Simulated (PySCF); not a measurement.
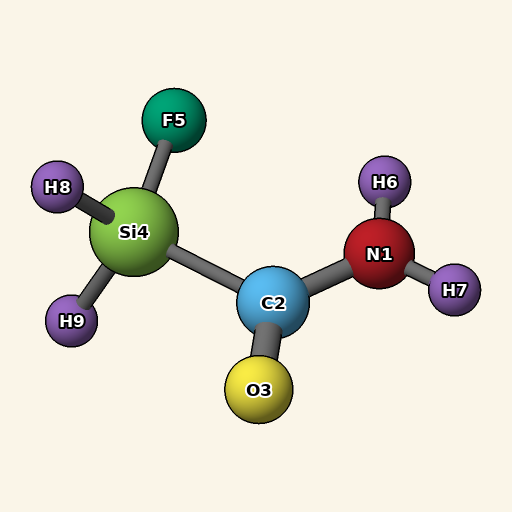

The thickness of each stick grows with its Mayer bond order. The geometry was computed by an optimisation with PBE0-D3(BJ)/def2-SVP. No frequency run is at hand to confirm it as a minimum. Method: PBE0/pcSseg-1 in water (IEF-PCM) (PySCF 2.14.0).

Question. Which bond has the highest Mayer bond order?

Answer. C2–O3, 1.79, at a length of 1.218 Å.

List the Mayer bond orders of N1–C2, N1–H6, N1–H7, C2–O3, C2–Si4, Si4–F5, Si4–H8, Si4–H9. Atoms whose distances differ by more than 0.02 Å in this geometry are listed apart.

```json
{"bond": "N1–C2", "Mayer order": "1.25", "length (Å)": "1.352"}
{"bond": "N1–H6", "Mayer order": "0.92", "length (Å)": "1.012"}
{"bond": "N1–H7", "Mayer order": "0.91", "length (Å)": "1.015"}
{"bond": "C2–O3", "Mayer order": "1.79", "length (Å)": "1.218"}
{"bond": "C2–Si4", "Mayer order": "0.84", "length (Å)": "1.909"}
{"bond": "Si4–F5", "Mayer order": "0.87", "length (Å)": "1.637"}
{"bond": "Si4–H8", "Mayer order": "0.93", "length (Å)": "1.485"}
{"bond": "Si4–H9", "Mayer order": "0.93", "length (Å)": "1.485"}
```
